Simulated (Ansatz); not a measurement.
```yaml
atoms:
  - { symbol: C, position_ang: [1.8646, -1.4259, 0.1390] }
  - { symbol: C, position_ang: [-0.3052, -2.1696, 0.9858] }
  - { symbol: F, position_ang: [-0.1997, 1.4176, 1.4937] }
  - { symbol: N, position_ang: [0.4627, -1.1155, 0.3470] }
  - { symbol: N, position_ang: [-1.8565, 0.4138, -0.2580] }
  - { symbol: Si, position_ang: [-0.1686, 0.4759, 0.1347] }
  - { symbol: Si, position_ang: [-3.1272, 1.3814, 0.4898] }
  - { symbol: H, position_ang: [2.3756, -0.5883, -0.3775] }
  - { symbol: H, position_ang: [2.4055, -1.6135, 1.0972] }
  - { symbol: H, position_ang: [1.9860, -2.3369, -0.4922] }
  - { symbol: H, position_ang: [-0.2720, -3.1094, 0.3866] }
  - { symbol: H, position_ang: [-1.3651, -1.8612, 1.0793] }
  - { symbol: H, position_ang: [0.0765, -2.4141, 2.0055] }
  - { symbol: H, position_ang: [0.7436, 1.1732, -0.8233] }
  - { symbol: H, position_ang: [-2.1485, -0.2095, -1.0153] }
  - { symbol: H, position_ang: [-3.3861, 0.9952, 1.9208] }
  - { symbol: H, position_ang: [-2.8123, 2.8508, 0.4509] }
  - { symbol: H, position_ang: [-4.3781, 1.1255, -0.3071] }
```

Geometry: PBE-D3(BJ)/def2-SVP.

These are results of Ansatz 0.2.0, isolated molecule in a Gaussian basis; Kohn-Sham density functional theory, functional PBE0, not measurements.

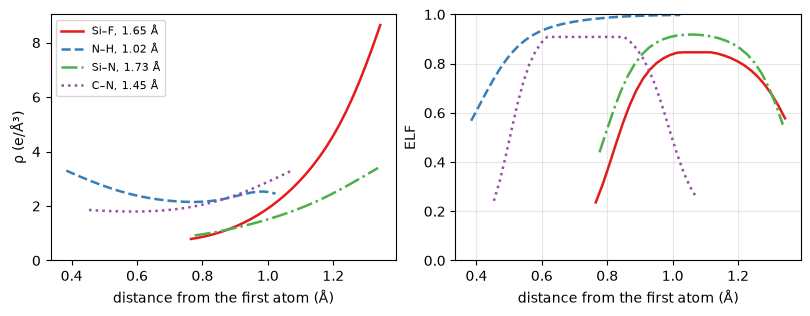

C$_{2}$H$_{11}$FN$_{2}$Si$_{2}$. Electron density and ELF along straight lines between neighbouring atoms. The curves leave out the atomic cores.

Question: What can be read from the curves?

Answer: Si–F (1.65 Å): ρ is about 0.94 e/Å³ halfway; the ELF peaks at about 0.85 in the valence shell of F, 0.6 Å from its nucleus, and is about 0.45 at the midpoint.
N–H (1.02 Å): the density is about 2.7 e/Å³ at the midpoint; the ELF climbs to about 1 towards the hydrogen, as it does in any bond to H: a covalent bond by its length.
Si–N (1.73 Å): ρ at the midpoint is about 1.1 e/Å³; the ELF peaks at about 0.90 between the atoms: a polar covalent bond.
C–N (1.45 Å): the density is about 1.9 e/Å³ at the midpoint; the ELF peaks at about 0.90 between the atoms: a shared electron pair.
